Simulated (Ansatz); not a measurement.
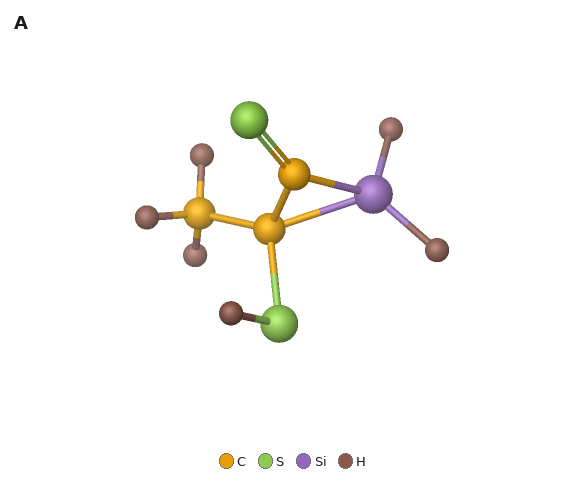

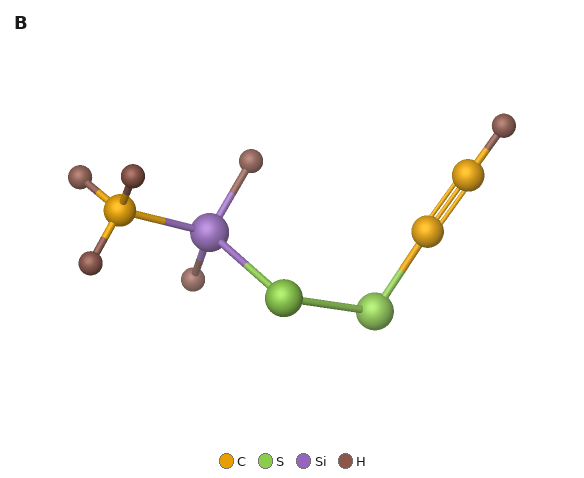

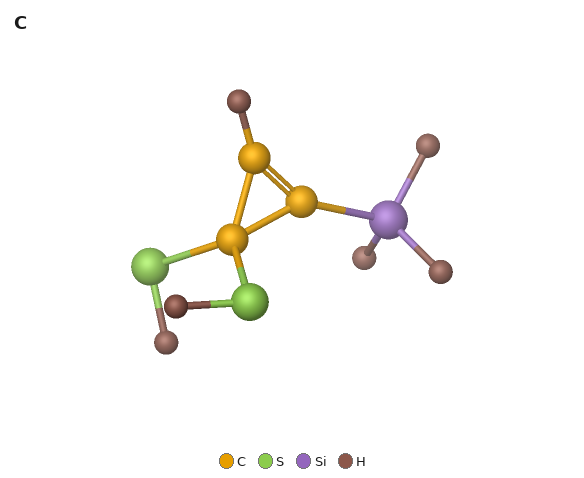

3 stationary structures of one formula. Geometries: PBE0-D4/def2-TZVP. Electronic energies: CCSD(T)/CBS (MP2 limit from def2-TZVPP and def2-QZVPP plus CCSD(T) − MP2) (Ansatz 0.2.0), without zero-point energy. No frequency run is at hand to confirm each as a minimum. Each is one conformer, not always the lowest.

Rank them by energy, lowest first.

Answer. B is lowest; A lies 24.8 kcal/mol above it, C lies 37.0 kcal/mol above it. A is `C[C@@]1(S)[SiH2]C1=S`, B is `C#CSS[SiH2]C`, C is `[SiH3]C1=CC1(S)S`.
